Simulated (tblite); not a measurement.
## Geometry relaxation, with input and output: C$_{2}$H$_{10}$AsOSi$_{2}$ (part 1 of 3)

- system: C$_{2}$H$_{10}$AsOSi$_{2}$, multiplicity 2
- method: GFN2-xTB geometry optimisation, gas phase (tblite 0.8.0)

It belongs to a series of runs on one base structure; here: H removed from Si.

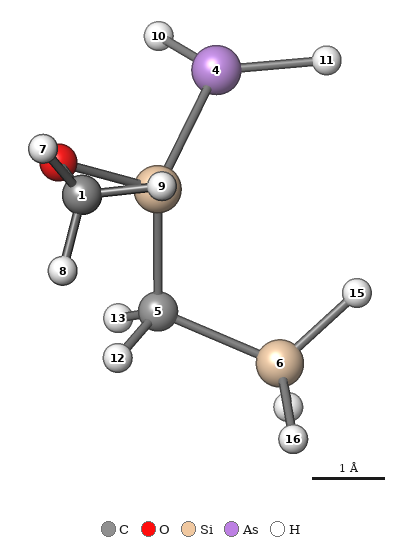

*The structure as given in the input (ball-and-stick view, seen at a tilt; atoms are numbered from 1 in the order of the input).*

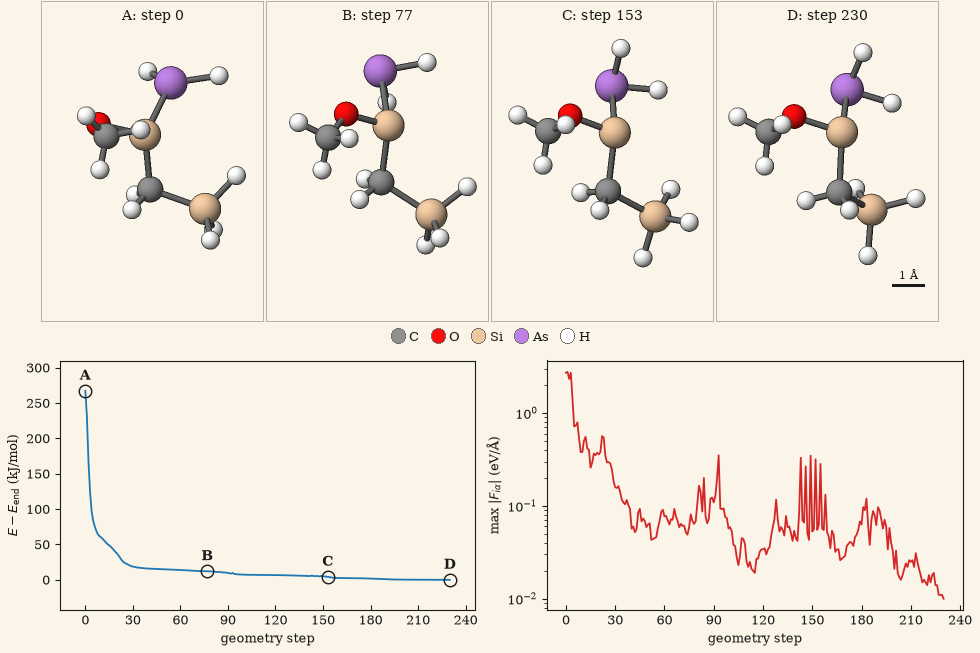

*Frames of the relaxation (ball-and-stick view, seen at a tilt) above the curves, on which the letters mark them (steps are counted from 0).*

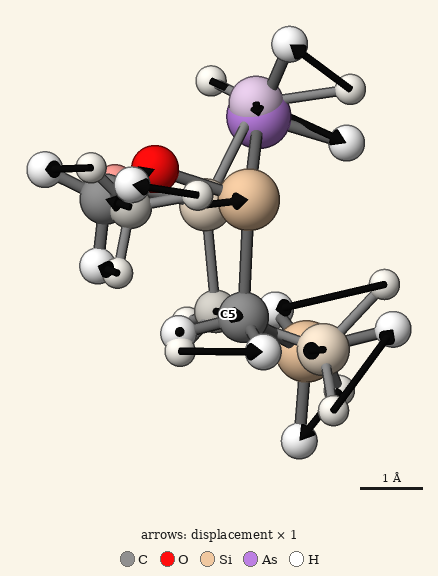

*Start (faint) and end (solid) with the displacements as black arrows, at true length (ball-and-stick view, seen at a tilt). The two geometries are laid on each other by the best rigid fit.*

The largest move after the best rigid fit is that of H15, 2.88 Å. Largest moves by element: H 2.88 Å, C 0.87 Å, Si 0.86 Å, O 0.70 Å, As 0.25 Å. Among the contacts that change: Si3–C5 1.833 → 1.936 Å, Si3–As4 2.245 → 2.346 Å, O2–Si3 1.717 → 1.655 Å, C5–Si6 1.849 → 1.897 Å. Among the angles that change: Si3–As4–H10 119.1° → 90.8°, H10–As4–H11 116.3° → 88.9°, Si3–As4–H11 117.7° → 92.3°. After 230 geometry steps the energy has fallen by 267.4 kJ/mol. Largest force component: 2.7 eV/Å at the start, 0.01 eV/Å at the end. (Atoms are counted from 1 in the order of the input.)

The input and output of the run follow.

**Input**
```
{"job": {"kind": "relax", "xc": "GFN2-xTB", "basis": "xTB"}, "charge": 0, "multiplicity": 2}
C     -2.535800    -0.924600    -0.053800
O     -2.095700     0.278600    -0.644100
Si    -0.525900     0.532200     0.004800
As    -0.107600     2.566400     0.856900
C      0.816500    -0.311100    -0.914600
Si     2.207100    -0.867800     0.168700
H     -3.640400    -0.874900     0.015600
H     -2.153600    -1.730900    -0.681100
H     -2.050700    -0.952100     0.955200
H      0.004200     3.754800    -0.086500
H      0.722500     2.644300     2.155900
H      0.369800    -1.241000    -1.362400
H      1.193600     0.270600    -1.778000
H      3.470800    -0.464800    -0.479300
H      2.134500    -0.329700     1.532000
H      2.183100    -2.341200     0.299400
```

The first line tells a small driver script what to run in tblite; the rest is the geometry in Å.

Launched with:
```bash
OMP_NUM_THREADS=1 python <driver script> task.json out
```

**Log**
```
step      E/eV     max force
  0    -521.37068    3.190
  1    -521.73639    3.247
  2    -522.40479    2.874
  3    -522.85056    2.949
  4    -523.13881    1.561
  5    -523.27808    0.930
  6    -523.36270    0.859
  7    -523.42714    0.821
  8    -523.47674    0.593
  9    -523.50214    0.404
 10    -523.52071    0.470
 11    -523.54322    0.542
 12    -523.56819    0.646
 13    -523.59475    0.554
 14    -523.61859    0.443
 15    -523.63634    0.345
 16    -523.65432    0.455
 17    -523.67871    0.605
 18    -523.70641    0.532
 19    -523.73292    0.407
 20    -523.75708    0.445
 21    -523.78570    0.460
 22    -523.82047    0.651
 23    -523.85355    0.646
 24    -523.88001    0.415
 25    -523.89736    0.295
 26    -523.90662    0.327
 27    -523.91923    0.317
 28    -523.93170    0.268
 29    -523.94158    0.201
 30    -523.94734    0.159
 31    -523.95298    0.170
 32    -523.95836    0.167
 33    -523.96255    0.141
 34    -523.96522    0.120
 35    -523.96763    0.133
 36    -523.97035    0.150
 37    -523.97326    0.140
 38    -523.97548    0.109
 39    -523.97676    0.100
 40    -523.97759    0.067
 41    -523.97837    0.065
 42    -523.97918    0.058
 43    -523.97997    0.066
 44    -523.98091    0.092
 45    -523.98220    0.101
 46    -523.98370    0.077
 47    -523.98498    0.076
 48    -523.98592    0.071
 49    -523.98681    0.071
 50    -523.98786    0.068
 51    -523.98890    0.067
 52    -523.98968    0.055
 53    -523.99019    0.052
 54    -523.99066    0.050
 55    -523.99125    0.065
 56    -523.99196    0.074
 57    -523.99284    0.070
 58    -523.99403    0.088
 59    -523.99569    0.094
 60    -523.99762    0.099
 61    -523.99946    0.102
 62    -524.00089    0.094
 63    -524.00192    0.078
 64    -524.00310    0.079
 65    -524.00462    0.094
 66    -524.00606    0.109
 67    -524.00736    0.092
 68    -524.00856    0.092
 69    -524.01018    0.073
 70    -524.01163    0.078
 71    -524.01310    0.067
 72    -524.01388    0.069
 73    -524.01438    0.053
 74    -524.01485    0.055
 75    -524.01549    0.066
 76    -524.01625    0.086
 77    -524.01696    0.073
 78    -524.01756    0.066
 79    -524.01845    0.098
 80    -524.01998    0.140
 81    -524.02231    0.177
 82    -524.02481    0.147
 83    -524.02665    0.109
 84    -524.02635    0.209
 85    -524.02915    0.098
 86    -524.03044    0.084
 87    -524.03414    0.079
 88    -524.03516    0.123
 89    -524.03698    0.128
 90    -524.04119    0.121
 91    -524.04686    0.154
 92    -524.05096    0.239
 93    -524.04050    0.376
 94    -524.05705    0.133
 95    -524.05916    0.093
 96    -524.06225    0.104
 97    -524.06326    0.079
 98    -524.06491    0.092
 99    -524.06593    0.081
100    -524.06687    0.080
101    -524.06763    0.071
102    -524.06823    0.053
103    -524.06874    0.050
104    -524.06908    0.039
105    -524.06938    0.027
106    -524.06964    0.032
107    -524.06987    0.048
108    -524.07013    0.045
109    -524.07046    0.041
110    -524.07080    0.029
111    -524.07103    0.027
112    -524.07115    0.029
113    -524.07121    0.021
114    -524.07128    0.021
115    -524.07138    0.024
116    -524.07156    0.037
117    -524.07181    0.041
118    -524.07208    0.033
119    -524.07231    0.035
120    -524.07253    0.034
121    -524.07276    0.036
122    -524.07302    0.036
123    -524.07330    0.042
124    -524.07361    0.049
125    -524.07405    0.057
126    -524.07476    0.068
127    -524.07583    0.089
128    -524.07656    0.155
129    -524.07816    0.076
130    -524.07914    0.063
131    -524.08020    0.079
132    -524.08078    0.073
133    -524.08155    0.068
134    -524.08221    0.106
135    -524.08266    0.083
136    -524.08331    0.069
137    -524.08381    0.071
138    -524.08438    0.051
139    -524.08493    0.055
140    -524.08556    0.048
141    -524.08611    0.056
142    -524.08663    0.085
143    -524.07865    0.335
144    -524.08726    0.070
145    -524.08772    0.067
146    -524.08546    0.268
147    -524.08964    0.056
148    -524.09075    0.051
149    -524.08542    0.349
150    -524.09291    0.057
151    -524.09436    0.061
152    -524.09433    0.319
153    -524.09944    0.068
154    -524.10204    0.072
155    -524.10574    0.288
156    -524.11027    0.076
157    -524.11240    0.073
158    -524.11416    0.140
159    -524.11494    0.060
160    -524.11535    0.053
161    -524.11602    0.037
162    -524.11626    0.057
163    -524.11650    0.053
164    -524.11672    0.032
165    -524.11718    0.035
166    -524.11748    0.043
167    -524.11770    0.036
168    -524.11792    0.035
169    -524.11814    0.032
170    -524.11834    0.038
171    -524.11862    0.044
172    -524.11898    0.041
173    -524.11937    0.049
174    -524.11976    0.044
175    -524.12019    0.041
176    -524.12076    0.052
177    -524.12149    0.061
178    -524.12230    0.071
179    -524.12310    0.076
180    -524.12404    0.075
181    -524.12516    0.098
182    -524.12621    0.097
183    -524.12641    0.122
184    -524.12759    0.064
185    -524.12815    0.047
186    -524.12924    0.072
187    -524.12988    0.091
188    -524.13092    0.084
189    -524.13220    0.075
190    -524.13329    0.098
191    -524.13424    0.092
192    -524.13545    0.094
193    -524.13636    0.069
194    -524.13722    0.074
195    -524.13768    0.066
196    -524.13818    0.043
197    -524.13856    0.060
198    -524.13884    0.042
199    -524.13926    0.036
200    -524.13957    0.026
201    -524.13971    0.036
202    -524.13984    0.022
203    -524.13991    0.021
204    -524.13998    0.018
205    -524.14003    0.020
206    -524.14012    0.022
207    -524.14021    0.025
208    -524.14036    0.028
209    -524.14055    0.038
210    -524.14077    0.033
211    -524.14095    0.027
212    -524.14110    0.030
213    -524.14119    0.039
214    -524.14131    0.028
215    -524.14139    0.021
216    -524.14147    0.020
217    -524.14156    0.023
218    -524.14165    0.023
219    -524.14175    0.017
220    -524.14182    0.015
221    -524.14187    0.022
222    -524.14192    0.016
223    -524.14198    0.020
224    -524.14207    0.021
225    -524.14217    0.017
226    -524.14222    0.018
227    -524.14228    0.017
228    -524.14232    0.014
229    -524.14236    0.011
230    -524.14238    0.010
```

**Trajectory as extended XYZ (Å, eV, eV/Å), 30 of the 231 frames kept, from step=0 to step=230**
```
16
Properties=species:S:1:pos:R:3:forces:R:3 step=0 energy=-521.37068
C    -2.5358   -0.9246   -0.0538   -0.3010   0.5140   0.2270
O    -2.0957    0.2786   -0.6441    1.5540   0.3490   0.7360
Si   -0.5259    0.5322    0.0048   -0.9380   0.7610   0.4680
As   -0.1076    2.5664    0.8569   -2.7210   1.0770   1.2690
C     0.8165   -0.3111   -0.9146   -0.1150  -1.3710  -2.3220
Si    2.2071   -0.8678    0.1687    1.3010  -0.5950   0.5730
H    -3.6404   -0.8749    0.0156    0.6370  -0.3110  -0.0910
H    -2.1536   -1.7309   -0.6811   -0.4610  -0.3270   0.2320
H    -2.0507   -0.9521    0.9552   -0.8320  -0.6160  -0.4520
H     0.0042    3.7548   -0.0865    1.2050  -0.1660   0.1530
H     0.7225    2.6443    2.1559    0.5610  -0.0680  -1.3050
H     0.3698   -1.2410   -1.3624    0.4330   0.6460   0.0880
H     1.1936    0.2706   -1.7780   -0.2210  -0.1630   0.3670
H     3.4708   -0.4648   -0.4793   -0.0920  -0.0530   0.1460
H     2.1345   -0.3297    1.5320   -0.0110   0.1120  -0.0490
H     2.1831   -2.3412    0.2994    0.0020   0.2110  -0.0410
16
Properties=species:S:1:pos:R:3:forces:R:3 step=8 energy=-523.47674
C    -2.5316   -0.9137   -0.0474   -0.0450   0.0910   0.0440
O    -1.9589    0.2867   -0.4930    0.1480  -0.1030   0.3350
Si   -0.4344    0.6442    0.1083   -0.5260   0.0710   0.2650
As   -0.5670    2.8501    1.0415   -0.0860  -0.3730  -0.0950
C     0.8293   -0.3451   -0.9567    0.0830  -0.0170  -0.3050
Si    2.2650   -0.8997    0.1546    0.3470  -0.1540   0.1090
H    -3.6250   -0.8383   -0.0549    0.2150   0.1080  -0.0990
H    -2.2265   -1.7561   -0.6791   -0.0230   0.1410   0.0280
H    -2.1909   -1.1025    0.9780   -0.2090  -0.1880  -0.1150
H     0.2235    3.5996    0.0389    0.1650   0.0400  -0.3360
H     0.7373    2.6094    1.7731   -0.0800  -0.0510  -0.0070
H     0.3793   -1.2299   -1.4295   -0.1070   0.2920   0.2520
H     1.1951    0.2512   -1.7946    0.0550   0.1180   0.0490
H     3.5367   -0.4721   -0.4581   -0.0870  -0.1240   0.0900
H     2.1494   -0.3077    1.5017    0.0690  -0.0240  -0.1620
H     2.2112   -2.3672    0.3056    0.0820   0.1720  -0.0520
16
Properties=species:S:1:pos:R:3:forces:R:3 step=16 energy=-523.65432
C    -2.5669   -0.9257   -0.0331   -0.0730   0.0160  -0.0310
O    -1.9507    0.2942   -0.3115    0.0830  -0.2040   0.1970
Si   -0.4175    0.6058    0.2326   -0.2920   0.2550   0.2380
As   -0.5927    2.8257    0.9231    0.2060   0.0790   0.1000
C     0.8538   -0.2537   -0.9077    0.1080  -0.2290  -0.0930
Si    2.3143   -0.9047    0.1264    0.2320  -0.0590   0.1300
H    -3.6405   -0.7694   -0.1372   -0.0170  -0.1680  -0.0120
H    -2.2314   -1.7089   -0.7224   -0.0660   0.1130  -0.0250
H    -2.3378   -1.2633    0.9884   -0.1030   0.1100  -0.1880
H     0.2786    3.4947   -0.1010    0.0330  -0.1740  -0.1190
H     0.6697    2.5624    1.7283   -0.1160   0.2230   0.0260
H     0.3019   -1.0911   -1.3320    0.1350  -0.1210  -0.2010
H     1.2137    0.3410   -1.7498   -0.1210   0.1060   0.1070
H     3.6120   -0.5324   -0.4526   -0.0720  -0.0290  -0.0620
H     2.2122   -0.2970    1.4603    0.1000  -0.0330   0.0060
H     2.2736   -2.3688    0.2768   -0.0390   0.1120  -0.0730
16
Properties=species:S:1:pos:R:3:forces:R:3 step=24 energy=-523.88001
C    -2.6689   -0.9662   -0.0408   -0.0510   0.1930  -0.0810
O    -2.0044    0.2516    0.0269    0.1850   0.1830   0.0080
Si   -0.4498    0.5632    0.4994    0.0740  -0.3470  -0.2150
As   -0.5516    2.8936    0.7701    0.0290   0.0050  -0.0250
C     0.8443   -0.2074   -0.7626   -0.0390  -0.1190  -0.2340
Si    2.4088   -0.8877    0.0978    0.0160  -0.0380   0.0740
H    -3.7095   -0.7524   -0.2851   -0.0970  -0.0510   0.0690
H    -2.2601   -1.5909   -0.8396    0.1040  -0.0960   0.1640
H    -2.6136   -1.4735    0.9283    0.0110  -0.1010  -0.2030
H     0.4056    3.1448   -0.3718    0.0360  -0.1180   0.2010
H     0.6026    2.7767    1.7516   -0.0460   0.1360  -0.2060
H     0.3929   -1.0124   -1.3611   -0.0380   0.1410   0.2650
H     1.1340    0.5391   -1.5112   -0.0460   0.1190   0.2190
H     3.7024   -0.6076   -0.5452   -0.1610   0.0940  -0.1150
H     2.4364   -0.3131    1.4432    0.0830   0.0220   0.0750
H     2.3233   -2.3489    0.1887   -0.0610  -0.0240   0.0050
16
Properties=species:S:1:pos:R:3:forces:R:3 step=32 energy=-523.95836
C    -2.7032   -0.9568   -0.0577    0.0800   0.0410  -0.0720
O    -2.0202    0.2378    0.1387    0.1630   0.0020   0.0370
Si   -0.4472    0.4899    0.6002   -0.0310  -0.0910  -0.0230
As   -0.5501    2.8368    0.6691   -0.0340   0.1480  -0.0050
C     0.8475   -0.1882   -0.6939   -0.1040  -0.0050   0.0360
Si    2.4306   -0.8891    0.1046    0.0160   0.0000   0.0200
H    -3.7304   -0.7198   -0.3408    0.0370  -0.0290   0.0040
H    -2.2337   -1.5424   -0.8506   -0.0180  -0.0360  -0.0720
H    -2.7096   -1.5640    0.8510    0.0030   0.0610   0.0550
H     0.4977    2.9426   -0.3956    0.0180  -0.0210  -0.0610
H     0.5675    2.9286    1.6733   -0.0430  -0.0800   0.0490
H     0.4009   -0.9586   -1.3266   -0.0210   0.0670   0.0050
H     1.1003    0.6500   -1.3528   -0.0030  -0.0970   0.0700
H     3.6535   -0.5852   -0.6478   -0.0610   0.0410  -0.0860
H     2.5744   -0.3218    1.4492    0.0180  -0.0200  -0.0020
H     2.3145   -2.3509    0.1682   -0.0190   0.0180   0.0440
```
